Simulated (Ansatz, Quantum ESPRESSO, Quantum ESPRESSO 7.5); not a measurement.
## Work-function anisotropy of Pd

Which face of Pd holds its electrons most tightly, and does packing explain the order?

Method: plane-wave DFT, PBE, GBRV ultrasoft pseudopotentials (geometry and cross-check by Ansatz 0.2.0 with PAW datasets; geometry under PBE), in Quantum ESPRESSO 7.5.

**What experiment says.**

“Anisotropic work function of elemental crystals” (2019, arxiv:1902.07811) quotes from earlier work for Pd (clean single-crystal faces): work function of (111) (clean (111) face) 5.67 eV; work function of (100) (clean (100) face) 5.48 eV; work function of (110) (clean (110) face) 5.07 eV.

### 1. Set-up

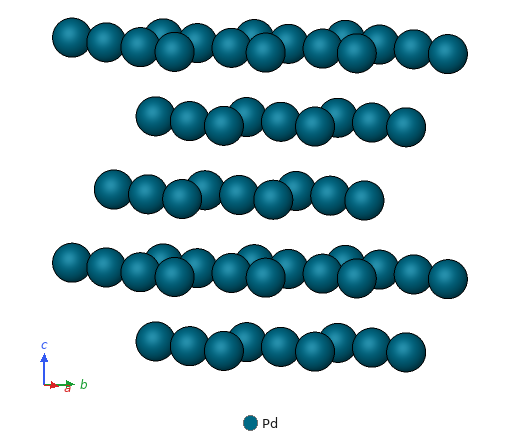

The starting structure, seen from the side, with the c axis up (palladium blue). 3×3×1 cells are drawn. Some periodic images of atoms are drawn too.

The cell holds 5 atoms: 5 Pd. Cell: a = 2.751 Å, b = 2.751 Å, c = 24.984 Å, α = 90.0°, β = 90.0°, γ = 60.0°. It derives from Pd. Vacuum lies along c.

### 2. Relaxation with Ansatz of (111)

A relaxation in Ansatz fixes the structure of this slab for the runs on it.

input.yaml

```yaml
crystal:
  lattice:
    - [2.7506453788, 0.0, 0.0]
    - [1.3753226894, 2.3821287749, 0.0]
    - [0.0, 0.0, 24.9835701886]
  atoms:
    - { symbol: Pd, position: [0.6666666667, 0.6666666667, 0.3202104399] }
    - { symbol: Pd, position: [0.0, 0.0, 0.4101052199] }
    - { symbol: Pd, position: [0.3333333333, 0.3333333333, 0.5] }
    - { symbol: Pd, position: [0.6666666667, 0.6666666667, 0.5898947801] }
    - { symbol: Pd, position: [0.0, 0.0, 0.6797895601] }
kpoints:
  mp_grid: { grid: [12, 12, 1] }
hamiltonian:
  xc: pbe
scf:
  occupations: { method: fermi_dirac, width: 0.1 }
  convergence: { dr2_threshold: 1.0e-08 }
efield:
  axis: 3
  dipole_correction: true
  ramp_position: 0.97
  ramp_width: 0.04
relax:
  f_tol: 0.01
  constraints: [{ sites: [2] }]
output:
  write_potential: true
  write_density: true
  volumetric_format: npy
```

Run with:

```bash
$ ansatz run input.yaml --threads 4 --pin off --max-ram 8192MiB --backend cpu --events-out ev --progress --plain --runs-dir out
```

Numbers of over 12 decimals in the logs are rounded to 6 here.

Log:

```text
Engine: ansatz 0.2.0, aarch64-unknown-linux-gnu
Pseudopotentials: kind: paw
Pseudopotential: Pd, paw, valence charge 18, recommended cutoff 420 eV (normal), Pd.paw.azcp
Functional definition: PBE
  parameter kappa = 0.804
  parameter beta = 0.066725
  exchange = pbe_x(kappa = kappa, mu = beta*pi^2/3)
  correlation = pbe_c(beta = beta)
Crystal: 5 atoms, lattice volume = 163.702 Å³
Basis set: ecut = 420 eV, 3209 PW (Γ), exchange–correlation on 40×40×360 points (8 copies of the dense FFT grid, shifted against one another)
Bands: 54, of which v1, the nominal top of the filled ones, is band 45 counted from 1 (44 counted from 0)
Symmetry: 6 space group operations
k-points: 19 of 144 (time reversal used)
Non-local potential: Pd, projectors of the file, l = 0: 2, l = 1: 2, l = 2: 2, l = 3: 1
PAW form: soft (Blöchl's): semilocal exchange-correlation on the pseudo side does not see the compensation charge
PAW one-centre angular grid: Pd, 590 points (default); XC on 64 Gauss nodes
Initial density: superposition of atomic densities (neutral atoms: chi_scale 0, normalization atom), corrected by the library's trained network
Initial wavefunctions: pseudopotential atomic-orbital guess
Functional: x = pbe(κ = 0.804, μ = 0.219515), c = pbe(β = 0.066725)
SCF iter   1: F=—  HF=-34863.341750 eV  |F-HF|=—  |Δ(HF+E_count)|=         —  Δρ=1.29e-2  dr2=2.59e0  ethr=1.77e-3  p=-0.000 e·Å  D=-2.67e-4 V/Å  ΔV_dip=0.01 eV  dr2_dipole=2.27e-4  V_vac-E_F(+/−)=4.87/4.86 eV  ⟨swp⟩=8.7  Hψ=4321  notcnv=0  defer=4
efield: sawtooth ramp at fractional position 0.9700 (set: `efield.ramp_position`, or a place that a band, a saddle search or an elastic batch's reference lends), width 0.0400; the density the first Hamiltonian is built on has a dipole p = -0.000 e·Å; the dipole correction subtracts the counter field D = -2.67e-4 V/Å, which shifts the + side's vacuum level by +0.01 eV against the − side's; the planar-averaged density in the ramp window peaks in size at 4.1e-5 e/Å³
preconditioner: auto → LDOS  [metal: Δε(μ)=0.004 eV  Ē_g=7.233 eV  σ=0.100 eV  W_gap=0.01  n_scr=18 (ndim 8)  ℏωp=20.5 eV  f_vac=0.512  D(μ)=10.54/eV (n_scr^D=128)  β→1.0]
SCF iter   2: F=—  HF=-34863.310350 eV  |F-HF|=—  |Δ(HF+E_count)|=   3.14e-2  Δρ=7.17e-3  dr2=2.80e-1  ethr=1.77e-3  p=0.000 e·Å  D=3.87e-4 V/Å  ΔV_dip=-0.01 eV  dr2_dipole=2.45e-4  V_vac-E_F(+/−)=5.21/5.22 eV  ⟨swp⟩=2.4  Hψ=1277  notcnv=0  defer=20
SCF iter   3: F=—  HF=-34863.303322 eV  |F-HF|=—  |Δ(HF+E_count)|=   7.03e-3  Δρ=2.82e-3  dr2=1.35e-1  ethr=3.11e-4  p=-0.000 e·Å  D=-1.79e-4 V/Å  ΔV_dip=0.00 eV  dr2_dipole=5.90e-5  V_vac-E_F(+/−)=5.16/5.15 eV  ⟨swp⟩=1.9  Hψ=1089  notcnv=0  defer=26
SCF iter   4: F=—  HF=-34863.301559 eV  |F-HF|=—  |Δ(HF+E_count)|=   1.76e-3  Δρ=5.37e-4  dr2=1.02e-3  ethr=1.50e-4  p=0.000 e·Å  D=2.90e-6 V/Å  ΔV_dip=-0.00 eV  dr2_dipole=4.90e-5  V_vac-E_F(+/−)=5.23/5.23 eV  ⟨swp⟩=1.6  Hψ=1025  notcnv=0  defer=26
SCF iter   5: F=—  HF=-34863.301970 eV  |F-HF|=—  |Δ(HF+E_count)|=   4.11e-4  Δρ=1.72e-4  dr2=1.33e-4  ethr=1.14e-6  p=-0.000 e·Å  D=-3.28e-5 V/Å  ΔV_dip=0.00 eV  dr2_dipole=2.37e-5  V_vac-E_F(+/−)=5.23/5.23 eV  ⟨swp⟩=2.3  Hψ=1713  notcnv=0  defer=26
SCF iter   6: F=—  HF=-34863.302022 eV  |F-HF|=—  |Δ(HF+E_count)|=   5.18e-5  Δρ=7.41e-5  dr2=2.02e-5  ethr=1.48e-7  p=-0.000 e·Å  D=-2.11e-5 V/Å  ΔV_dip=0.00 eV  dr2_dipole=5.54e-6  V_vac-E_F(+/−)=5.23/5.23 eV  ⟨swp⟩=2.2  Hψ=1630  notcnv=0  defer=26
SCF iter   7: F=—  HF=-34863.302041 eV  |F-HF|=—  |Δ(HF+E_count)|=   1.87e-5  Δρ=2.63e-5  dr2=6.85e-6  ethr=2.24e-8  p=-0.000 e·Å  D=-1.11e-5 V/Å  ΔV_dip=0.00 eV  dr2_dipole=2.16e-6  V_vac-E_F(+/−)=5.23/5.23 eV  ⟨swp⟩=2.0  Hψ=1475  notcnv=0  defer=26
SCF iter   8: F=—  HF=-34863.302061 eV  |F-HF|=—  |Δ(HF+E_count)|=   1.99e-5  Δρ=1.67e-5  dr2=2.01e-6  ethr=7.61e-9  p=-0.000 e·Å  D=-9.70e-6 V/Å  ΔV_dip=0.00 eV  dr2_dipole=5.91e-7  V_vac-E_F(+/−)=5.23/5.23 eV  ⟨swp⟩=1.4  Hψ=1105  notcnv=0  defer=22
SCF iter   9: F=—  HF=-34863.302062 eV  |F-HF|=—  |Δ(HF+E_count)|=   6.33e-7  Δρ=9.26e-6  dr2=3.96e-7  ethr=2.23e-9  p=-0.000 e·Å  D=-3.06e-6 V/Å  ΔV_dip=0.00 eV  dr2_dipole=3.05e-8  V_vac-E_F(+/−)=5.23/5.23 eV  ⟨swp⟩=1.8  Hψ=1316  notcnv=0  defer=22
SCF iter  10: F=—  HF=-34863.302062 eV  |F-HF|=—  |Δ(HF+E_count)|=   5.77e-8  Δρ=4.49e-6  dr2=8.73e-8  ethr=4.40e-10  p=-0.000 e·Å  D=-2.12e-6 V/Å  ΔV_dip=0.00 eV  dr2_dipole=1.13e-9  V_vac-E_F(+/−)=5.23/5.23 eV  ⟨swp⟩=1.4  Hψ=1061  notcnv=0  defer=22
SCF iter  11: F=—  HF=-34863.302062 eV  |F-HF|=—  |Δ(HF+E_count)|=   1.43e-8  Δρ=2.00e-6  dr2=1.53e-8  ethr=9.71e-11  p=-0.000 e·Å  D=-1.96e-7 V/Å  ΔV_dip=0.00 eV  dr2_dipole=7.39e-11  V_vac-E_F(+/−)=5.23/5.23 eV  ⟨swp⟩=1.4  Hψ=1053  notcnv=0  defer=22
SCF iter  12: F=-34863.302062 eV  HF=-34863.302062 eV  |F-HF|=6.60e-9  |Δ(HF+E_count)|=   6.45e-9  Δρ=4.37e-7  dr2=8.17e-10  ethr=1.11e-11  p=-0.000 e·Å  D=-7.84e-7 V/Å  ΔV_dip=0.00 eV  dr2_dipole=1.34e-10  V_vac-E_F(+/−)=5.23/5.23 eV  ⟨swp⟩=9.1  Hψ=6427  notcnv=0
SCF 1 converged in 12 iterations: F = -34863.302062 eV  dr2 = 8.17e-10
  greatest PAW one-centre occupation: 0.999 electrons in one spin orbital (limit 2), on the Pd atom at site 4 (counted from 0), in its partial waves of l = 0
relax step   1: F+E_penalty+E_count = -34863.30206163 eV  Δ(F+E_penalty+E_count) = +0.000e0 eV  max|allowed force component| = 3.156e-1 eV/Å  Δτ_max = 0.0000 Å  (12 SCF iters, accepted)
Initial density: handed on by an earlier stage of this run
Initial wavefunctions: those handed on with the density
iter 1 solved again at ethr=4.12e-4 eV; its pass at ethr=3.10e-3 eV (dr2=3.71e-1 eV) is discarded
SCF iter   1: F=—  HF=-34863.410530 eV  |F-HF|=—  |Δ(HF+E_count)|=         —  Δρ=1.55e-2  dr2=3.59e-1  ethr=4.12e-4  p=0.000 e·Å  D=4.60e-6 V/Å  ΔV_dip=-0.00 eV  dr2_dipole=1.43e-7  V_vac-E_F(+/−)=5.26/5.26 eV  ⟨swp⟩=1.5  Hψ=3984  notcnv=0  defer=19
efield: sawtooth ramp at fractional position 0.9700 (set: `efield.ramp_position`, or a place that a band, a saddle search or an elastic batch's reference lends), width 0.0400; the density the first Hamiltonian is built on has a dipole p = 0.000 e·Å; the dipole correction subtracts the counter field D = 4.60e-6 V/Å, which shifts the + side's vacuum level by -0.00 eV against the − side's; the planar-averaged density in the ramp window peaks in size at 4.6e-6 e/Å³
preconditioner: auto → LDOS  [metal: Δε(μ)=0.012 eV  Ē_g=7.220 eV  σ=0.100 eV  W_gap=0.03  n_scr=18 (ndim 8)  ℏωp=20.5 eV  f_vac=0.501  D(μ)=10.52/eV (n_scr^D=128)  β→1.0]
[...]
SCF iter  12: F=-34863.329179 eV  HF=-34863.329179 eV  |F-HF|=2.15e-9  |Δ(HF+E_count)|=   1.44e-8  Δρ=8.46e-7  dr2=4.33e-9  ethr=1.11e-11  p=0.000 e·Å  D=1.65e-6 V/Å  ΔV_dip=-0.00 eV  dr2_dipole=3.19e-12  V_vac-E_F(+/−)=5.26/5.26 eV  ⟨swp⟩=8.7  Hψ=6334  notcnv=0
SCF 2 converged in 12 iterations: F = -34863.329179 eV  dr2 = 4.33e-9
  greatest PAW one-centre occupation: 0.999 electrons in one spin orbital (limit 2), on the Pd atom at site 0 (counted from 0), in its partial waves of l = 0
relax step   2: F+E_penalty+E_count = -34863.32917908 eV  Δ(F+E_penalty+E_count) = -2.712e-2 eV  max|allowed force component| = 1.212e-1 eV/Å  Δτ_max = 0.1566 Å  (12 SCF iters, accepted)
SCF iter   1: F=—  HF=-34863.342697 eV  |F-HF|=—  |Δ(HF+E_count)|=         —  Δρ=5.05e-3  dr2=3.63e-2  ethr=3.56e-4  p=0.000 e·Å  D=2.02e-6 V/Å  ΔV_dip=-0.00 eV  dr2_dipole=8.73e-10  V_vac-E_F(+/−)=5.24/5.24 eV  ⟨swp⟩=4.7  Hψ=2405  notcnv=0  defer=30
efield: sawtooth ramp at fractional position 0.9700 (set: `efield.ramp_position`, or a place that a band, a saddle search or an elastic batch's reference lends), width 0.0400; the density the first Hamiltonian is built on has a dipole p = 0.000 e·Å; the dipole correction subtracts the counter field D = 2.02e-6 V/Å, which shifts the + side's vacuum level by -0.00 eV against the − side's; the planar-averaged density in the ramp window peaks in size at 5.3e-6 e/Å³
preconditioner: auto → LDOS  [metal: Δε(μ)=0.030 eV  Ē_g=7.187 eV  σ=0.100 eV  W_gap=0.07  n_scr=18 (ndim 8)  ℏωp=20.5 eV  f_vac=0.502  D(μ)=10.78/eV (n_scr^D=128)  β→1.0]
SCF iter   2: F=—  HF=-34863.344696 eV  |F-HF|=—  |Δ(HF+E_count)|=   2.00e-3  Δρ=3.77e-3  dr2=6.66e-2  ethr=4.03e-5  p=-0.000 e·Å  D=-3.73e-4 V/Å  ΔV_dip=0.01 eV  dr2_dipole=2.07e-3  V_vac-E_F(+/−)=5.35/5.34 eV  ⟨swp⟩=2.9  Hψ=2151  notcnv=0  defer=30
SCF iter   3: F=—  HF=-34863.334004 eV  |F-HF|=—  |Δ(HF+E_count)|=   1.07e-2  Δρ=8.48e-4  dr2=4.28e-3  ethr=4.03e-5  p=-0.000 e·Å  D=-1.35e-4 V/Å  ΔV_dip=0.00 eV  dr2_dipole=5.98e-4  V_vac-E_F(+/−)=5.26/5.26 eV  ⟨swp⟩=2.1  Hψ=1596  notcnv=0  defer=30
SCF iter   4: F=—  HF=-34863.334059 eV  |F-HF|=—  |Δ(HF+E_count)|=   5.47e-5  Δρ=4.69e-4  dr2=1.33e-3  ethr=4.75e-6  p=-0.000 e·Å  D=-1.04e-4 V/Å  ΔV_dip=0.00 eV  dr2_dipole=9.87e-5  V_vac-E_F(+/−)=5.26/5.26 eV  ⟨swp⟩=2.1  Hψ=1465  notcnv=0  defer=30
SCF iter   5: F=—  HF=-34863.333903 eV  |F-HF|=—  |Δ(HF+E_count)|=   1.56e-4  Δρ=1.67e-4  dr2=1.50e-4  ethr=1.47e-6  p=-0.000 e·Å  D=-2.42e-5 V/Å  ΔV_dip=0.00 eV  dr2_dipole=1.80e-5  V_vac-E_F(+/−)=5.25/5.25 eV  ⟨swp⟩=2.0  Hψ=1457  notcnv=0  defer=30
SCF iter   6: F=—  HF=-34863.333893 eV  |F-HF|=—  |Δ(HF+E_count)|=   1.05e-5  Δρ=7.05e-5  dr2=1.06e-5  ethr=1.67e-7  p=-0.000 e·Å  D=-4.20e-6 V/Å  ΔV_dip=0.00 eV  dr2_dipole=1.93e-9  V_vac-E_F(+/−)=5.25/5.25 eV  ⟨swp⟩=2.1  Hψ=1476  notcnv=0  defer=30
SCF iter   7: F=—  HF=-34863.333888 eV  |F-HF|=—  |Δ(HF+E_count)|=   5.19e-6  Δρ=3.51e-5  dr2=6.13e-6  ethr=1.17e-8  p=0.000 e·Å  D=2.96e-6 V/Å  ΔV_dip=-0.00 eV  dr2_dipole=2.78e-7  V_vac-E_F(+/−)=5.25/5.25 eV  ⟨swp⟩=2.0  Hψ=1254  notcnv=0  defer=30
SCF iter   8: F=—  HF=-34863.333902 eV  |F-HF|=—  |Δ(HF+E_count)|=   1.39e-5  Δρ=1.71e-5  dr2=1.67e-6  ethr=6.81e-9  p=0.000 e·Å  D=2.94e-6 V/Å  ΔV_dip=-0.00 eV  dr2_dipole=2.01e-7  V_vac-E_F(+/−)=5.25/5.25 eV  ⟨swp⟩=1.0  Hψ=1018  notcnv=0  defer=30
SCF iter   9: F=—  HF=-34863.333902 eV  |F-HF|=—  |Δ(HF+E_count)|=   9.46e-8  Δρ=4.69e-6  dr2=9.17e-8  ethr=1.85e-9  p=0.000 e·Å  D=2.58e-6 V/Å  ΔV_dip=-0.00 eV  dr2_dipole=5.15e-12  V_vac-E_F(+/−)=5.25/5.25 eV  ⟨swp⟩=1.3  Hψ=1016  notcnv=0  defer=30
SCF iter  10: F=—  HF=-34863.333902 eV  |F-HF|=—  |Δ(HF+E_count)|=   5.26e-8  Δρ=2.25e-6  dr2=2.88e-8  ethr=1.02e-10  p=0.000 e·Å  D=1.57e-6 V/Å  ΔV_dip=-0.00 eV  dr2_dipole=1.69e-10  V_vac-E_F(+/−)=5.25/5.25 eV  ⟨swp⟩=2.0  Hψ=1295  notcnv=0  defer=30
SCF iter  11: F=-34863.333902 eV  HF=-34863.333902 eV  |F-HF|=4.07e-9  |Δ(HF+E_count)|=   1.45e-8  Δρ=1.06e-6  dr2=8.74e-9  ethr=1.11e-11  p=0.000 e·Å  D=2.07e-6 V/Å  ΔV_dip=-0.00 eV  dr2_dipole=5.91e-10  V_vac-E_F(+/−)=5.25/5.25 eV  ⟨swp⟩=8.8  Hψ=6341  notcnv=0
SCF 3 converged in 11 iterations: F = -34863.333902 eV  dr2 = 8.74e-9
relax step   3: F+E_penalty+E_count = -34863.33390180 eV  Δ(F+E_penalty+E_count) = -4.723e-3 eV  max|allowed force component| = 9.954e-3 eV/Å  Δτ_max = 0.0477 Å  (11 SCF iters, accepted)
NSCF: frozen V_eff on 19 k-points
the band table was solved once a step of the walk had ended and its energy, with any forces and stress, was formed, with the checks that follow a solve (5344 applications of the Hamiltonian). They found nothing against the state; the energy, forces and stress were not computed again (output.eigenvalues in the input reference)
WARN: The output density's exchange-correlation potential varies sharply where the density is thin. Do not read a vacuum level from v_tot or v_xc, or from such a field of the output density. On a cell that repeats whose density bears no net charge and no dipole along the vacuum's axis use v_es (v_loc + v_h of the components); under efield.dipole_correction with no amplitude use v_es + v_field, which holds any externa [...]
SCF converged after 11 iterations
Free energy (F): -34863.333902 eV
Harris-Foulkes:  -34863.333902 eV  (|F-HF|=4.07e-9)
Internal energy: -34862.995639 eV  (E = F + TS)
E sigma→0 (E₀):  -34863.164770 eV
Entropy (-TS):   -0.338263 eV (-67.653 meV/atom)
Fermi energy:    6.035864 eV
Dipole field:    D = 0.000038 V/Å  (p = 0.000035 e·Å, saw-weighted, corrected)
Work function:   Φ+ = 5.2520 eV   Φ− = 5.2529 eV
Levels:          The Fermi level and band energies are counted from a zero that moves with the ramp; work functions are not
--- Per-component energies (eV) ---
  E_band       = -1902.472311
  E_kinetic    = 2566.526067
  E_local      = -148039.640174  (includes V_loc(G=0)·N_el)
  E_nonlocal   = 1087.040409
  E_hartree    = 72593.437893
  E_xc         = -841.178899
  E_vxc        = -1054.999504  (∫ρ·V_xc dr)
  E_paw        = -18751.883255  (= ΣΔE_a)
  E_vpaw       = -1648.284007  (= ΣTr[D̂ρ^β])
  E_aug_tail   = 0.001115  (compensation charges beyond the density's cutoff)
  E_efield     = 0.000000  (sawtooth field / dipole correction)
  E_vefield    = -0.000859  (∫n·V_field dr)
  E_ewald      = 56522.701206
  E_smearing   = -0.338263  (= −TS)
  E_closure    = -0.000000  (closes the sum)
  Σ components = -34863.333902   (vs F -34863.333902, Δ=0.00e0)
--- Forces (eV/Å), atoms counted from 1 ---
  atom   1  Pd     0.00000000    -0.00000000    -0.00995436
  atom   2  Pd    -0.00000000    -0.00000000     0.00508574
  atom   3  Pd    -0.00000000    -0.00000000    -0.00000706
  atom   4  Pd     0.00000000     0.00000000    -0.00506438
  atom   5  Pd    -0.00000000     0.00000000     0.00993370
  max |Σ_I F_I| component: 6.35e-6 eV/Å
--- Band table (eV; the first three rows and the last of 19) ---
  k-point 0: bands = [... 41 lower, 4.9937, 4.9937, 5.3269, 5.3269, 5.7363, 5.7363, 5.9364, 5.9364, ... 5 higher]
  k-point 1: bands = [... 41 lower, 4.9978, 5.0352, 5.2773, 5.3226, 5.4013, 5.7358, 5.9444, 5.9995, ... 5 higher]
  k-point 2: bands = [... 41 lower, 4.6327, 4.9003, 4.9712, 5.3062, 5.5665, 5.7290, 5.9624, 6.7413, ... 5 higher]
  k-point 18: bands = [... 41 lower, 5.5717, 5.7486, 5.8124, 5.8124, 12.3013, 12.3013, 12.4563, 12.8182, ... 5 higher]
--- Relaxed structure (3 steps of the walk, 3 accepted, 0 SCFs on fresh bases) ---
  F+E_penalty+E_count = -34863.33390180 eV   max|allowed force component| = 9.954e-3 eV/Å
  atoms:
    - { symbol: Pd, position: [0.666667, 0.666667, 0.315852] }
    - { symbol: Pd, position: [-2.4140646623262147e-18, 0, 0.408032] }
    - { symbol: Pd, position: [0.333333, 0.333333, 0.500000] }
    - { symbol: Pd, position: [0.666667, 0.666667, 0.591968] }
    - { symbol: Pd, position: [5.074914669969844e-18, 0, 0.684148] }
```

Run time: 14 s. Hardware: 4 threads of Arm Neoverse V2, shared host; peak memory 0.53 GiB.

The steps of the relaxation:

```csv
step,energy less that of the first step (eV),largest force component (eV/Å)
1,0.0000,0.3156
2,-0.0271,0.1212
3,-0.0318,0.0100
```

Forces are held to the 6 operations that the run works with; a distortion that breaks them can't arise in this run.

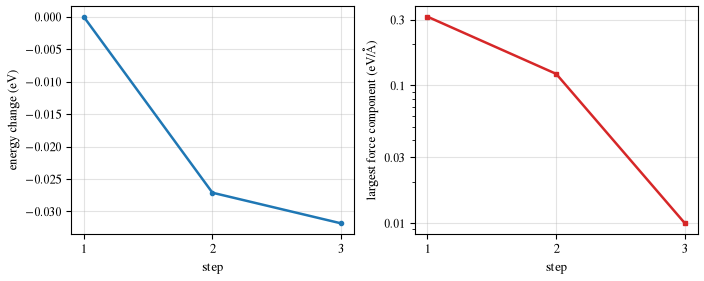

Energy and largest force along the relaxation.

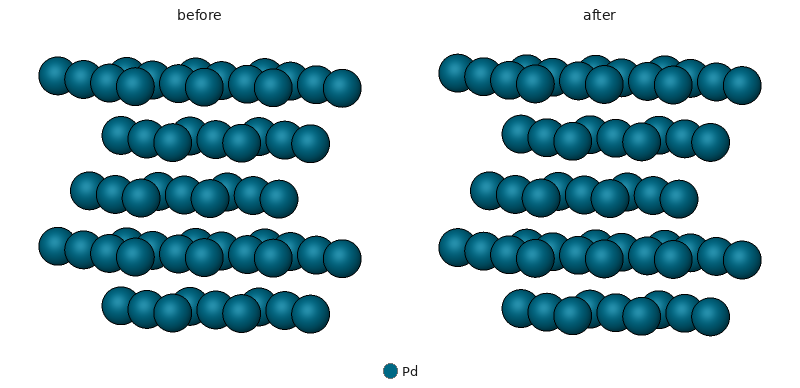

Before and after, at one scale.

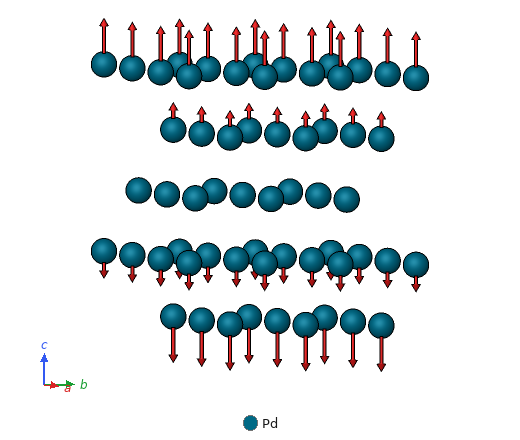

Displacements in the relaxation, exaggerated; the longest in the cell stands for 0.11 Å. 3×3×1 cells are drawn. Some periodic images of atoms are drawn too.

The atoms that moved most (Å):

```csv
atom,dx,dy,dz,length
Pd5,0.000,0.000,0.109,0.109
Pd1,0.000,0.000,-0.109,0.109
Pd4,0.000,0.000,0.052,0.052
Pd2,0.000,0.000,-0.052,0.052
```

The relaxation lowers the energy by 6 meV an atom. Held were the atoms numbered 3; the forces quoted are those on the free ones.

Numbers from this step:

| Property | Result |
| --- | --- |
| free energy | -34863.3339 eV |
| energy at zero smearing | -34863.1648 eV |
| smearing term TS | 0.3383 eV |
| Fermi energy | 6.036 eV |
| symmetry operations | 6 |
| work function of the upper face | 5.252 eV |
| work function of the lower face | 5.253 eV |
| dipole along the normal | 3.46e-5 e·Å |

(Part 1 of 6 ends here.)

[Logs are printed without paths, hosts, clocks, repeated set-up lines and the standing remarks that a program may print on its own settings, such as how far it seeks lower states.]

[Hosts, paths, dates, database ids (printed as entryN), source tags and the programs' standing remarks are cut or masked in the printed files.]

[Maps of the electrostatic potential energy from Ansatz leave out the sawtooth potential of an applied field or a dipole correction, so their vacuum need not be flat; planar profiles and work functions include it.]
